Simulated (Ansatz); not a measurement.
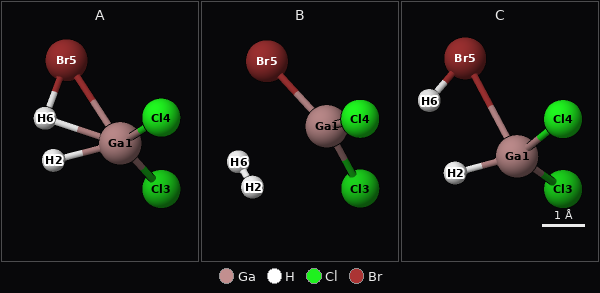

3 geometries from a converged minimum-energy path of GaH2BrCl2, shuffled. Style: ball-and-stick. Shown from a free direction.

Level of theory: RKS PBE/def2-SVP (Ansatz 0.2.0). Run with 7 movable images; climbing image; force threshold 0.03 eV/Å; iteration limit 60; starting path through a guess of the saddle point.

> Which frame is the transition state?

A. In order along the path, whose images run from 0 to 8: C (image 2, +2.4 kcal/mol), A (image 4, +9.8 kcal/mol), B (image 7, −16.0 kcal/mol). Breaking: Br5–H6 (1.44 → 1.67 at the top → 3.26 Å), Ga1–H2 (1.56 → 1.69 at the top → 2.74 Å). Forming: H2–H6 (3.10 → 1.17 at the top → 0.77 Å).

The run took 28 s on 4 threads of Intel(R) Xeon(R) 6975P-C (Granite Rapids) (shared host), peak memory 0.19 GiB.
